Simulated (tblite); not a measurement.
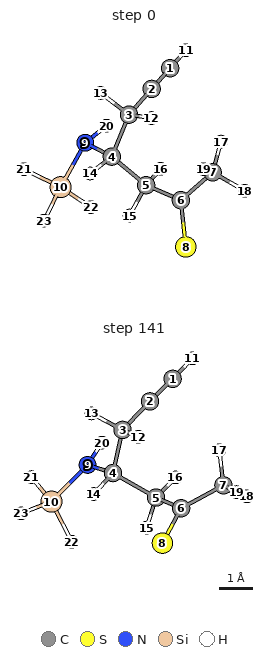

The structure of C7H13NSSi before (top) and after (bottom) a relaxation, at one scale.

A ball-and-stick model, seen at a tilt.

Computed with GFN2-xTB geometry optimisation, gas phase (tblite). 

Describe what moved and what it gained.

The atom that moves furthest after the best rigid fit is S8 (1.47 Å). By element the largest moves are S 1.47 Å, H 1.09 Å, C 0.39 Å, N 0.39 Å, Si 0.30 Å. Near-neighbour distances that change, for instance: C6–S8 1.458 → 1.628 Å, C4–C5 1.469 → 1.555 Å, C2–C3 1.502 → 1.447 Å, N9–Si10 1.773 → 1.720 Å. Among the angles between lasting bonds that change: C4–N9–Si10 112.8° → 124.4°, C5–C6–C7 126.7° → 117.4°, C4–C5–C6 119.1° → 111.5°. Groups turn about C6–C7 by about 75°, C5–C6 by about 50°. After 141 geometry steps the energy has fallen by 1.901 eV.
